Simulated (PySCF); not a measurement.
Vertical excitations of a molecule C4H7O, multiplicity 2 from TDA-LC-ωPBE/def2-SVPD in PySCF, as energy in eV (oscillator strength): 2.25 (0.000), 5.10 (0.013), 5.48 (0.001), 5.80 (0.001), 6.15 (0.001), 6.54 (0.230), 7.00 (0.000), 7.04 (0.002), 7.26 (0.000), 7.75 (0.005). Coordinates come from a B3LYP-D3(BJ)/def2-SVP optimisation. Other conformers were not sampled.

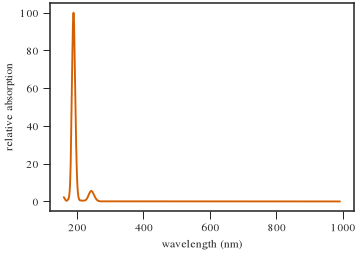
*The lines broadened by 0.4 eV.*

Task: Which structure fits?
(A) [CH2]C(=O)CC
(B) [CH]1CCOC1
(C) [CH2]CC(C)=O
(D) C[CH]C(C)=O

Result: D, C[CH]C(C)=O
